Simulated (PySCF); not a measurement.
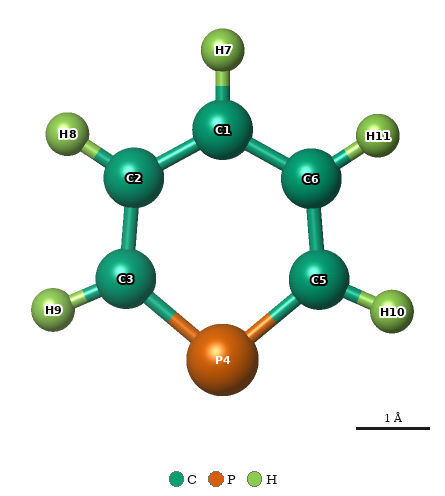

Figure 1. The structure as given in the input (ball-and-stick view, seen on its broad side; atoms are numbered from 1 in the order of the input). Bond lengths as drawn: C–C 1.39 to 1.40 Å, C–H 1.09 to 1.10 Å and C–P 1.74 Å.

**C₅H₅P: one change and its effect**

System: C₅H₅P (phosphabenzene), SMILES c1ccpcc1.
Method of run 1: GIAO PBE0/STO-3G NMR shielding, non-relativistic, gas phase (PySCF 2.14.0).

The geometry comes from this level: PBE0-D3(BJ)/def2-SVP. Text and figures count atoms from 1; the logs count them from 0 in places.

Input, run 1:
```
{"job": {"kind": "nmr", "xc": "PBE0", "basis": "STO-3G", "pop": true}, "charge": 0, "multiplicity": 1}
C     -0.166082     1.158389    -0.039137
C     -1.369081     0.452575     0.004577
C     -1.436779    -0.935660     0.069418
P     -0.070243    -2.008661     0.106481
C      1.228845    -0.855797     0.042937
C      1.078083     0.525608    -0.020460
H     -0.198817     2.249520    -0.089639
H     -2.303750     1.022720    -0.013229
H     -2.428048    -1.401536     0.100055
H      2.246262    -1.262017     0.053248
H      1.976353     1.150672    -0.057363
```

The first line tells a small driver script what to run in PySCF; the rest is the geometry in Å.

Launched with:
```bash
OMP_NUM_THREADS=1 python <driver script> task.json out
```

Hardware: 1 CPU thread, shared host.

Output (run 1):
```
coarse grid: 10160 points
cycle   1  E = -528.3515213478  dE =  7.924e-01  |g| = 1.704e-01  |ddm| = 4.744e+00
cycle   2  E = -528.3531831723  dE = -1.662e-03  |g| = 1.626e-01  |ddm| = 4.703e-01
cycle   3  E = -528.3612050102  dE = -8.022e-03  |g| = 4.790e-02  |ddm| = 2.907e-01
cycle   4  E = -528.3620384315  dE = -8.334e-04  |g| = 6.073e-03  |ddm| = 8.296e-02
cycle   5  E = -528.3620493543  dE = -1.092e-05  |g| = 3.348e-03  |ddm| = 1.300e-02
cycle   6  E = -528.3620529268  dE = -3.573e-06  |g| = 3.256e-04  |ddm| = 4.686e-03
final grid: 94832 points
cycle   7  E = -528.3342423664  dE = -5.069e-07  |g| = 5.215e-03  |ddm| = 1.558e-02
cycle   8  E = -528.3342287010  dE =  1.367e-05  |g| = 7.832e-03  |ddm| = 2.115e-02
cycle   9  E = -528.3342528283  dE = -2.413e-05  |g| = 4.237e-04  |ddm| = 1.320e-02
cycle  10  E = -528.3342528903  dE = -6.199e-08  |g| = 1.224e-04  |ddm| = 7.559e-04
cycle  11  E = -528.3342528947  dE = -4.396e-09  |g| = 2.196e-05  |ddm| = 1.574e-04
cycle  12  E = -528.3342528948  dE = -1.164e-10  |g| = 1.106e-05  |ddm| = 3.532e-05
converged SCF energy = -528.3342528948

GIAO shielding tensors (ppm)
atom      isotropic    diamagn.    paramagn.     s11        s22        s33       span
  0 C      126.082     253.776    -127.694     52.726    102.879    222.641    169.915
  1 C      124.233     253.296    -129.063     42.943    105.445    224.311    181.368
  2 C       94.394     255.130    -160.736    -47.978    100.330    230.830    278.808
  3 P      230.324     955.947    -725.623   -180.843    170.034    701.782    882.625
  4 C       94.476     255.439    -160.963    -47.734    100.304    230.859    278.594
  5 C      124.207     253.672    -129.464     42.861    105.464    224.296    181.435
  6 H       25.379      31.230      -5.851     21.248     27.336     27.553      6.305
  7 H       25.139      30.604      -5.466     21.043     26.829     27.544      6.501
  8 H       23.747      30.279      -6.532     21.097     22.192     27.953      6.855
  9 H       23.752      30.681      -6.928     21.111     22.190     27.956      6.844
 10 H       25.137      31.042      -5.905     21.050     26.824     27.538      6.488
```

For run 2 the input was changed thus:
```diff
-"basis": "STO-3G"
+"basis": "6-31G"
```

What does this change do to the results?

The total energy of run 2 is 3820.5 kcal/mol lower, which measures the change of basis and not a stability. The HOMO goes from −4.68 to −7.09 eV. The LUMO goes from 1.83 to −1.23 eV. The dipole moment goes from 0.28 to 2.16 D. Of all shieldings, the largest change is that of C3 and C5, by −53.2 ppm. The SCF takes 14 iterations against 12. The basis functions go from 39 to 68.

Output (run 2):
```
coarse grid: 10160 points
cycle   1  E = -534.4634799148  dE =  9.282e-01  |g| = 2.591e-01  |ddm| = 3.495e+00
cycle   2  E = -534.4599438987  dE =  3.536e-03  |g| = 2.791e-01  |ddm| = 5.705e-01
cycle   3  E = -534.4823369333  dE = -2.239e-02  |g| = 5.661e-02  |ddm| = 4.493e-01
cycle   4  E = -534.4835032023  dE = -1.166e-03  |g| = 1.601e-02  |ddm| = 1.345e-01
cycle   5  E = -534.4835857828  dE = -8.258e-05  |g| = 8.044e-03  |ddm| = 3.314e-02
cycle   6  E = -534.4836036816  dE = -1.790e-05  |g| = 7.913e-04  |ddm| = 9.255e-03
cycle   7  E = -534.4836038758  dE = -1.942e-07  |g| = 3.007e-04  |ddm| = 2.303e-03
final grid: 94832 points
cycle   8  E = -534.4225874117  dE = -7.493e-06  |g| = 7.924e-03  |ddm| = 2.011e-02
cycle   9  E = -534.4225602532  dE =  2.716e-05  |g| = 1.188e-02  |ddm| = 2.639e-02
cycle  10  E = -534.4226070590  dE = -4.681e-05  |g| = 9.108e-04  |ddm| = 1.878e-02
cycle  11  E = -534.4226073644  dE = -3.054e-07  |g| = 2.531e-04  |ddm| = 1.688e-03
cycle  12  E = -534.4226073813  dE = -1.693e-08  |g| = 6.398e-05  |ddm| = 3.371e-04
cycle  13  E = -534.4226073824  dE = -1.086e-09  |g| = 2.145e-05  |ddm| = 8.956e-05
cycle  14  E = -534.4226073826  dE = -1.235e-10  |g| = 9.290e-06  |ddm| = 3.678e-05
converged SCF energy = -534.4226073826

GIAO shielding tensors (ppm)
atom      isotropic    diamagn.    paramagn.     s11        s22        s33       span
  0 C       74.050     256.560    -182.510    -20.333     51.246    191.238    211.571
  1 C       72.002     255.880    -183.878    -30.824     53.876    192.955    223.779
  2 C       41.206     264.809    -223.603   -117.748     45.865    195.501    313.249
  3 P      188.088     969.693    -781.606   -103.421     59.241    608.443    711.863
  4 C       41.292     264.498    -223.205   -117.498     45.862    195.513    313.011
  5 C       71.972     256.162    -184.191    -30.913     53.885    192.942    223.855
  6 H       24.905      29.753      -4.849     21.813     25.702     27.200      5.387
  7 H       24.459      29.343      -4.884     20.975     25.282     27.121      6.146
  8 H       23.199      30.459      -7.260     20.762     21.483     27.353      6.591
  9 H       23.205      30.750      -7.545     20.777     21.481     27.357      6.580
 10 H       24.458      29.767      -5.308     20.984     25.274     27.116      6.132
```

The two runs side by side:

| quantity | run 1 | run 2 |
| --- | --- | --- |
| outcome | converged | converged |
| total energy (hartree) | −528.334253 | −534.422607 |
| HOMO (eV) | −4.68 | −7.09 |
| LUMO (eV) | 1.83 | −1.23 |
| dipole moment (D) | 0.28 | 2.16 |
| shielding of C1 (ppm) | 126.1 | 74.1 |
| shielding of C2 (ppm) | 124.2 | 72.0 |
| shielding of C3 (ppm) | 94.4 | 41.2 |
| shielding of P4 (ppm) | 230.3 | 188.1 |
| shielding of C5 (ppm) | 94.5 | 41.3 |
| shielding of C6 (ppm) | 124.2 | 72.0 |
| shielding of H8 (ppm) | 25.1 | 24.5 |
| SCF iterations | 12 | 14 |
| basis functions | 39 | 68 |
| wall time (shared host) | 2.5 s | 5.1 s |
